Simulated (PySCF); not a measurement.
# Run report: Li, atomic calculation

Li, configuration 1s2 2s1, multiplicity 2. Computed at this level: unrestricted PBE0, aug-cc-pVDZ-DK, spin-free X2C-1e, Gaussian nucleus (PySCF).

Input file:
```python
from pyscf import gto, scf, dft, mp, cc
import basis_set_exchange as bse
mol = gto.M(atom="Li 0 0 0", charge=0, spin=1, symmetry="D2h",
            basis=gto.basis.parse(bse.get_basis("aug-cc-pVDZ-DK", elements=["Li"], fmt="nwchem")),
            nucmod="G")
mf = dft.UKS(mol, xc="PBE0").sfx2c1e()
mf.irrep_nelec = {'Ag': (2, 1)}
mf.kernel()
```

The script is an equivalent of what the driver set up; the driver started from orbitals of its own, so the log can be shorter than this script's would be, and it computed the properties (radii, ⟨L²⟩, response) afterwards. It held the occupations shell by shell, which the script's counts by irreducible representation don't always enforce.

Hardware: 1 CPU thread, shared host.

The program's output (extracts):
```
damping factor = 0
level_shift factor = 0
DIIS = <class 'pyscf.scf.diis.CDIIS'>
diis_start_cycle = 1
diis_space = 10
diis_damp = 0
SCF conv_tol = 1e-09
SCF conv_tol_grad = None
number electrons alpha = 2  beta = 1
XC functionals = PBE0
    C. Adamo and V. Barone.,  J. Chem. Phys. 110, 6158 (1999)
    M. Ernzerhof and G. E. Scuseria.,  J. Chem. Phys. 110, 5029 (1999)
cycle= 1 E= -7.46690532083351  delta_E= -0.000279  |g|= 0.00118  |ddm|= 0.133
cycle= 2 E= -7.46690812338101  delta_E= -2.8e-06  |g|= 0.000159  |ddm|= 0.0258
cycle= 3 E= -7.46690823258273  delta_E= -1.09e-07  |g|= 1.47e-05  |ddm|= 0.00611
cycle= 4 E= -7.46690823373236  delta_E= -1.15e-09  |g|= 1.28e-07  |ddm|= 0.000696
cycle= 5 E= -7.46690823373241  delta_E= -4.62e-14  |g|= 2.54e-09  |ddm|= 3.21e-06
converged SCF energy = -7.46690823373241  <S^2> = 0.75  2S+1 = 2
```

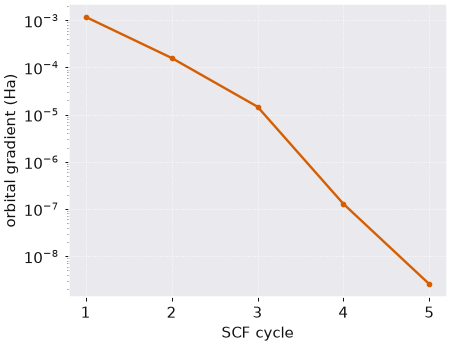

*Convergence: orbital gradient against the SCF cycle.*

The residual falls at every step. It goes from 0.0012 to 2.5×10⁻⁹ in 5 steps.

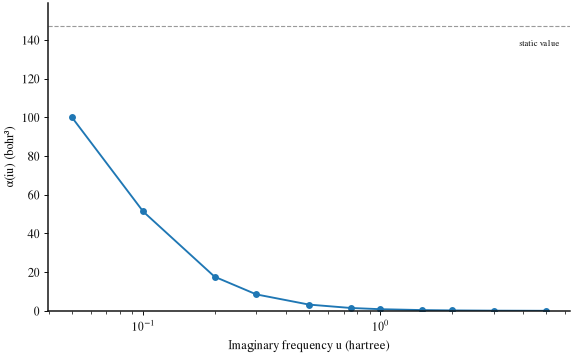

*Dipole polarisability at imaginary frequency of neutral lithium ([He] 2s). Coupled response at the PBE0 level; PySCF, aug-cc-pVDZ-DK, spin-free X2C-1e, unrestricted single determinants, no spin-orbit coupling.*

The static dipole polarisability is 147 bohr³ (the recommended value is 164); α(iu) falls to half of it near u = 0.073 hartree. The Casimir–Polder integral gives C₆ = 1190 hartree bohr⁶ for two such species.

Results in brief:

```
             quantity               value
              outcome           converged
         total energy   −7.466908 hartree
                 ⟨S²⟩               0.750
static polarisability           147 bohr³
  C₆ of the like pair  1190 hartree bohr⁶
       SCF iterations                   5
```
